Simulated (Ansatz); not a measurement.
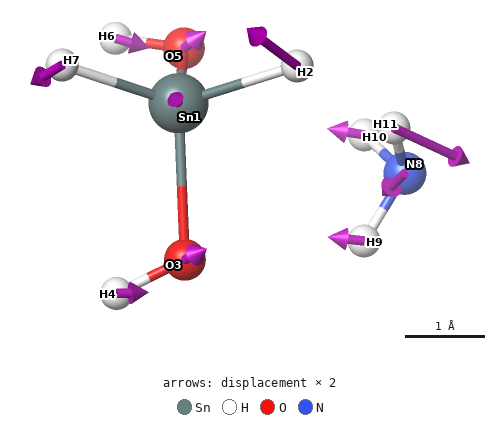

This is a relaxation of SnNH7O2. The starting structure is drawn; purple arrows show the displacements, magnified 2 times. The two geometries are superimposed by the best rigid fit.

A ball-and-stick model, seen at a tilt.

The run prepares an end point of a later path (reaction) calculation, from a guessed geometry.

Computed with Ansatz, RKS B3LYP-D4/def2-SVP. Settings: no spin polarisation; force threshold 0.03 eV/Å; at most 50 steps.

Atoms of which element are displaced furthest, and by how much?

Hydrogen: up to 0.63 Å, against 0.30 Å for nitrogen.

Describe the change and its energy.

After 8 geometry steps the energy has fallen by 16.5 kJ/mol. The largest force component goes from 0.78 to 0.0094 eV/Å. The atom that moves furthest after the best rigid fit is H11 (0.63 Å). Largest moves by element: H 0.63 Å, N 0.30 Å, O 0.22 Å, Sn 0.12 Å. Among the contacts that change: Sn1–H2 1.730 → 1.700 Å, N8–H11 1.039 → 1.020 Å, Sn1–O3 1.996 → 2.002 Å. Among the angles between lasting bonds that change: H9–N8–H11 104.9° → 107.4°.
